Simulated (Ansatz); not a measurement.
AlF3···H2···HF

Input

```
crystal:
  periodic: [false, false, false]
  atoms:
    - {symbol: Al, position_ang: [-0.870930, -0.611400, -0.276677]}
    - {symbol: H, position_ang: [0.416131, 0.537794, -1.334010]}
    - {symbol: F, position_ang: [-0.421502, -1.931779, -1.124303]}
    - {symbol: F, position_ang: [-2.123048, 0.318440, -0.757872]}
    - {symbol: H, position_ang: [1.000922, 0.489226, 1.608170]}
    - {symbol: F, position_ang: [-0.392431, -0.507772, 1.306997]}
    - {symbol: H, position_ang: [0.738069, 0.664581, -0.651998]}
    - {symbol: F, position_ang: [1.652889, 1.041110, 1.229794]}
basis:
  gaussian: {orbitals: def2-TZVPP}
hamiltonian: {xc: pbe0, dispersion: d4}
output: {orbitals: {seedname: orbitals}}
```

Command:

```sh
ansatz run in.yaml --threads 4 --pin off --events-out ev --progress --plain --max-ram 9574MiB
```

The product side of a reaction path; geometry: PBE0-D4/def2-TZVP.

Level of theory: RKS PBE0-D4/def2-TZVPP (Ansatz 0.2.0).

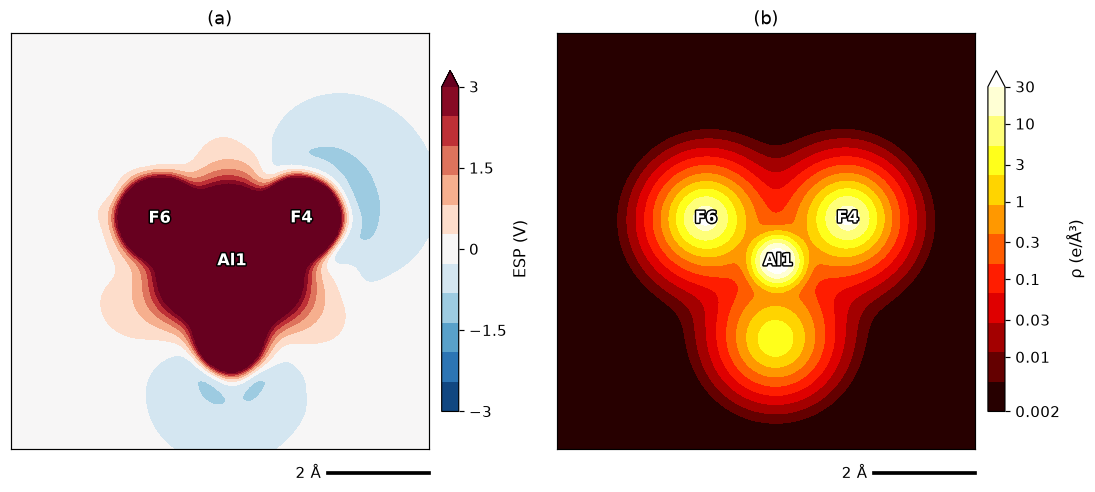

Figure 1. (a) electrostatic potential; (b) electron density on the plane of atoms F4, Al1 and F6.

**Interpret the plot.**

- The section cuts through Al and F sites.
- Al–F (1.63 Å): ρ is about 0.97 e/Å³ halfway.
- Outside the dense part of the complex the potential is most negative (−1.0 V) near F4.

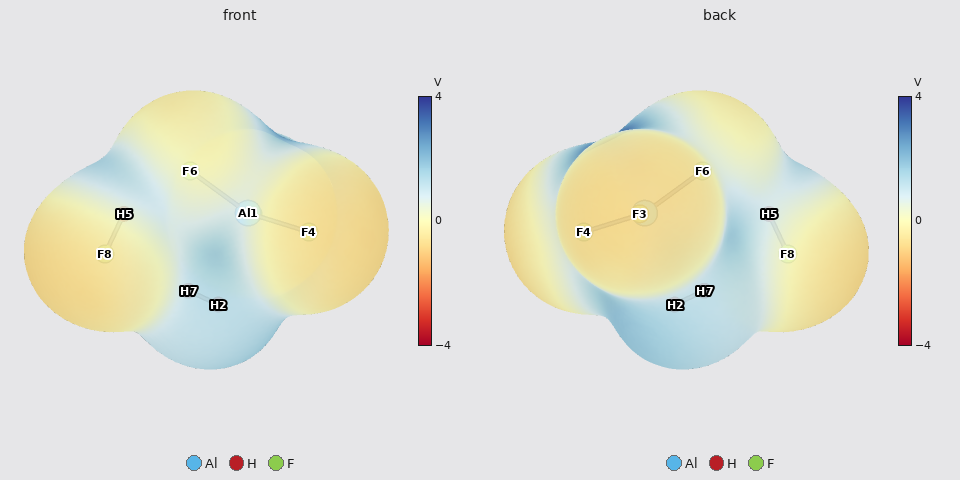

Figure 2. The electrostatic potential painted on the density surface at 0.001 e/bohr³, seen from the front and from behind; red is negative and blue positive.

**Which sites attract a positive test charge, and which a negative one?**

A positive charge is drawn to the negative regions and a negative charge to the positive ones. The most negative region (about −0.8 V) lies over F3, F4 and F8, the most positive (about +3.4 V) over Al1.

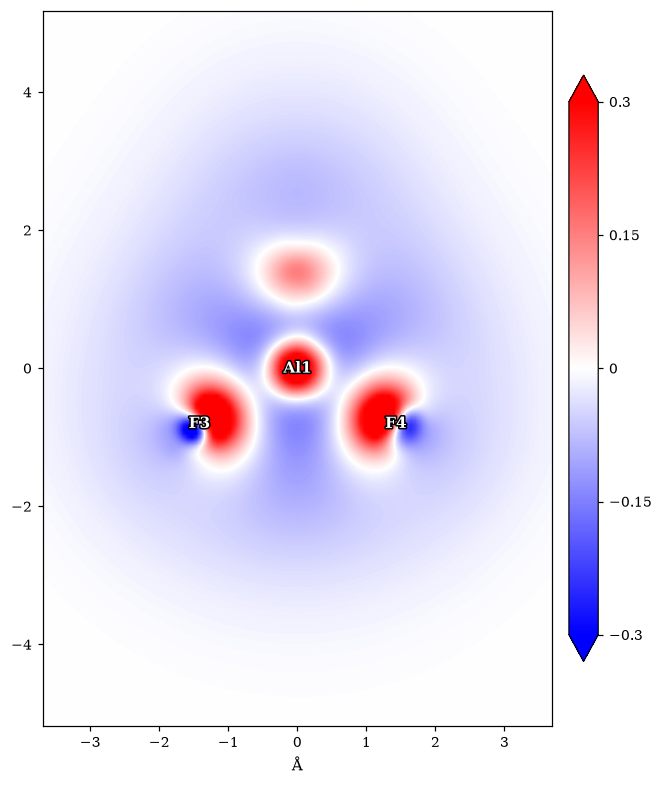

Figure 3. One frontier orbital on the plane of atoms F3, Al1 and F4 (values in Å⁻³ᐟ²; the overall sign is arbitrary).

**Which orbital is it: HOMO or LUMO?**

The LUMO, at −0.65 eV. By Hirshfeld shares it lies mainly on Al1 (about 65 %), F3 (about 10 %), F4 (about 10 %) and F6 (about 10 %).

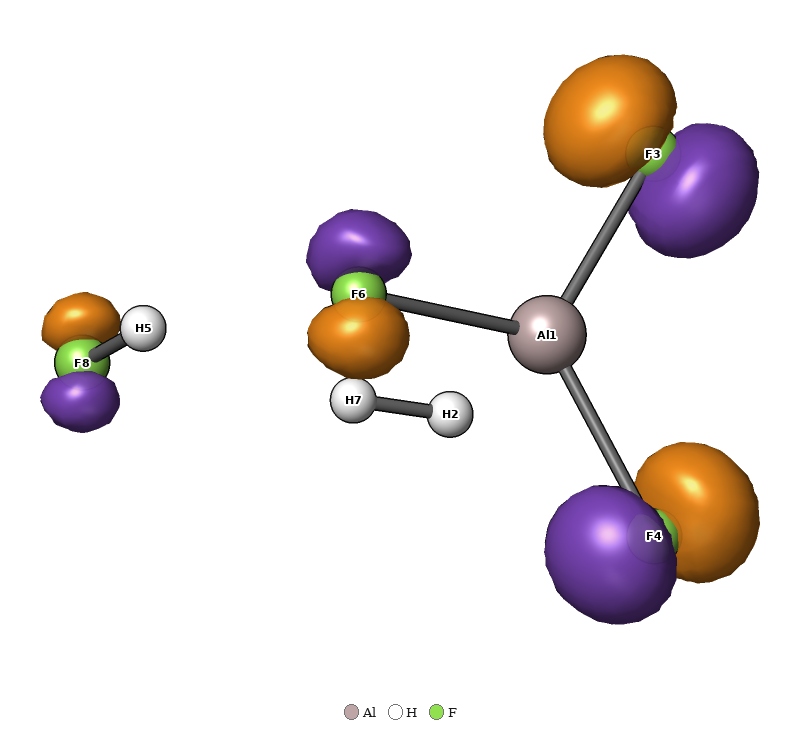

Figure 4. The HOMO at ±0.3 Å⁻³ᐟ² (orange and purple are the two phases), seen from one side.

**Where does this orbital lie, and at what energy?**

By Hirshfeld shares it lies mainly on F4 (about 35 %), F3 (about 35 %), F6 (about 10 %) and F8 (about 5 %); largely a combination of lone pairs on F4, F3, F6 and F8. Its energy is −11.75 eV.
